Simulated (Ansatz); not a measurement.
WSi2 (MoSi2 type, space group I4/mmm)

```xyz
3
Lattice="-1.6146 1.6146 3.9336 1.6146 -1.6146 3.9336 1.6146 1.6146 -3.9336" Properties=species:S:1:pos:R:3 pbc="T T T"
W      0.0000     0.0000     0.0000
Si     0.0000     0.0000     2.6322
Si     0.0000     0.0000     5.2350
```

Grid over V/V₀ and (c/a)/(c/a)₀, subscript 0 meaning the relaxed cell; the conventional c axis lies along z; no internal relaxation.

The numbers are results of PBE (plane waves to 420 eV, PAW, scalar-relativistic; Ansatz, a program for electronic structure), not measurements. k mesh 20×20×20 (Γ-centred), Fermi-Dirac smearing 0.05 eV. E stands for the smeared free energy. As the atoms are clamped, bonds stretch with the cell, which overstates energies and stresses. With partly filled bands, the response to shear is sensitive to the k mesh, so small differences along c/a are uncertain. Spin-orbit coupling is left out, though W is heavy. WSi2 is run without spin polarisation. WSi2 was relaxed with its symmetry unable to fall. ΔE is measured from the relaxed starting cell.

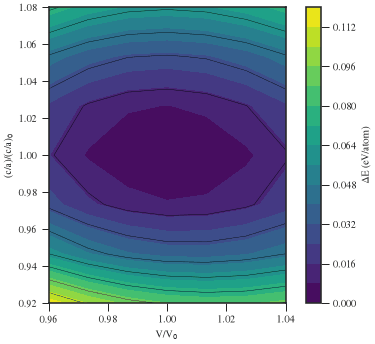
ΔE (eV/atom) over the 7×7 grid of computed points.

The modulus against c/a change at fixed volume, (3/4V)·∂²E/∂(ln c/a)² (fit, atoms clamped) is 200 GPa, an upper bound as the atoms could relax. Highest place on the grid: V/V₀ = 0.960, (c/a)/(c/a)₀ = 0.920 (117 meV/atom). Lowest place on the grid: V/V₀ = 1.000, (c/a)/(c/a)₀ = 1.000 (0 meV/atom).

Near the relaxed cell σzz − σxx = −2Cδ (compression positive), C being this modulus and δ the logarithm of the ratio.

(A scan under strain: stresses follow from slopes of the energy per volume, elastic moduli from its curvatures.)
